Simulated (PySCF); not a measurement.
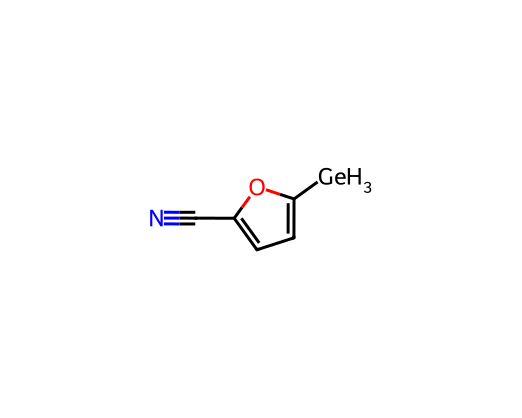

Simulated data, not a measurement (program: PySCF).

A structural formula.

Give its SMILES.

N#Cc1cc[c]([GeH3])o1

Give the formula, hydrogens included.

C5H5GeNO.
